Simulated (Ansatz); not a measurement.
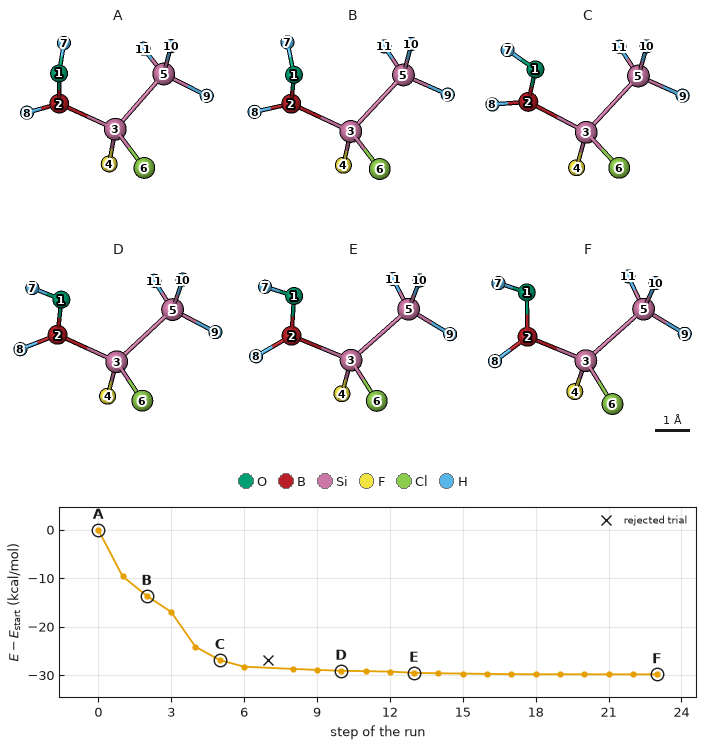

Frames of a relaxation of BSi₂H₅OClF (coarse preliminary run), marked on the history of the run. Style: ball-and-stick. Shown at a tilt.

The start comes from a force field.

The calculation used RKS PBE-D4/def2-SVP (Ansatz).

The input:
```yaml
crystal:
  periodic: [false, false, false]
  atoms:
    - {symbol: O, position_ang: [-2.312600, 0.367000, -0.292600]}
    - {symbol: B, position_ang: [-1.561400, -0.387400, 0.617400]}
    - {symbol: Si, position_ang: [0.256800, 0.099100, 0.946000]}
    - {symbol: F, position_ang: [1.039600, -0.982300, 2.050200]}
    - {symbol: Si, position_ang: [1.431400, 0.027900, -0.976000]}
    - {symbol: Cl, position_ang: [0.370900, 2.047600, 1.754800]}
    - {symbol: H, position_ang: [-2.190900, -0.008000, -1.185000]}
    - {symbol: H, position_ang: [-1.993300, -1.305100, 1.151100]}
    - {symbol: H, position_ang: [2.833000, 0.425800, -0.665300]}
    - {symbol: H, position_ang: [0.830300, 0.982700, -1.886100]}
    - {symbol: H, position_ang: [1.361700, -1.324200, -1.493800]}
basis:
  gaussian: {orbitals: def2-SVP}
hamiltonian: {xc: pbe, dispersion: d4}
relax: {f_tol: 0.03, max_steps: 200}
```

Command:
```bash
ansatz run in.yaml --threads 4 --pin off --events-out ev --progress --plain --max-ram 10444MiB
```

### What happens along the run?

The atom that moves furthest after the best rigid fit is H7 (1.08 Å). Largest moves by element: H 1.08 Å, O 0.77 Å, Si 0.30 Å, F 0.24 Å, Cl 0.22 Å, B 0.14 Å. Some distances before and after: B2–Si3 1.911 → 2.031 Å, Si3–Si5 2.254 → 2.354 Å, Si3–F4 1.732 → 1.649 Å, B2–H8 1.146 → 1.223 Å. Bond angles that change, for instance: B2–Si3–Si5 110.0° → 118.8°, B2–Si3–Cl6 110.6° → 105.1°, B2–O1–H7 108.7° → 113.2°. Groups turn about O1–B2 by about 90°, B2–Si3 by about 50°. After 22 accepted moves (23 points after the start) the energy has fallen by 29.8 kcal/mol. The largest force component goes from 2.6 to 0.0096 eV/Å. The line search rejected the trial step at point 7 of the run. The forces were under the threshold at step 18, but the run went on from there. The run took 38 s on 4 threads of Arm Neoverse V2, with other jobs on the host. From step 0 to 2: H7 moves most (0.36 Å), energy −13.6 kcal/mol. From step 2 to 5: H7 moves most (0.55 Å), energy −13.2 kcal/mol. From step 5 to 10: H8 moves most (0.41 Å), energy −2.21 kcal/mol. From step 10 to 13: H8 moves most (0.36 Å), energy −0.42 kcal/mol. From step 13 to 23: H8 moves most (0.43 Å), energy −0.31 kcal/mol.

| step | E − E(0), kcal/mol | largest force component, eV/Å | note |
| --- | --- | --- | --- |
| 0 | 0.00 | 2.5650 |  |
| 1 | -9.58 | 1.3741 |  |
| 2 | -13.63 | 1.5203 |  |
| 3 | -16.94 | 2.4145 |  |
| 4 | -24.13 | 1.0275 |  |
| 5 | -26.86 | 1.2821 |  |
| 6 | -28.23 | 0.5551 |  |
| 7 | -26.83 | 0.5706 | rejected |
| 8 | -28.69 | 0.2586 |  |
| 9 | -28.89 | 0.1391 |  |
| 10 | -29.08 | 0.2005 |  |
| 11 | -29.15 | 0.3200 |  |
| 12 | -29.25 | 0.2849 |  |
| 13 | -29.50 | 0.3513 |  |
| 14 | -29.59 | 0.1853 |  |
| 15 | -29.65 | 0.4063 |  |
| 16 | -29.71 | 0.2284 |  |
| 17 | -29.77 | 0.0558 |  |
| 18 | -29.79 | 0.0245 |  |
| 19 | -29.79 | 0.0817 |  |
| 20 | -29.80 | 0.0622 |  |
| 21 | -29.80 | 0.0513 |  |
| 22 | -29.81 | 0.0497 |  |
| 23 | -29.81 | 0.0096 |  |
